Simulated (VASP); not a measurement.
Here is the system:

```yaml
crystal:
  lattice:
    - [0.00000, 2.31410, 2.31410]
    - [2.31410, 0.00000, 2.31410]
    - [2.31410, 2.31410, 0.00000]
  atoms:
    - { symbol: Hf, position: [0.00000, 0.00000, 0.00000] }
    - { symbol: C, position: [0.50000, 0.50000, 0.50000] }
```

Level of theory: r2SCAN+rVV10, VASP's PBE PAW potentials (set 64) (plane waves; VASP). Run with 520 eV cut-off, 15×15×15 Γ-centred mesh, tetrahedra with Blöchl corrections, potentials Hf_pv C.

Unless said otherwise, spin-orbit coupling is left out, though it shifts the bands of the heavy elements here.

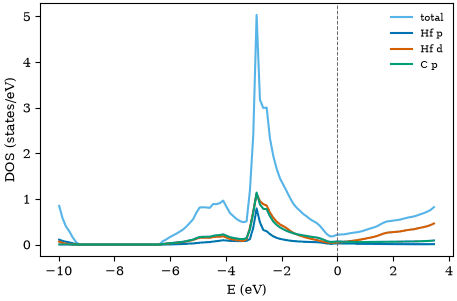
Total and projected density of states, zero at the Fermi level

Within 2 eV below the Fermi level the largest weight inside VASP's projection spheres is C p, then Hf d.

It has no gap at this level: it comes out as a metal or semimetal.

The compound is HfC in the rock salt structure. It was relaxed first.
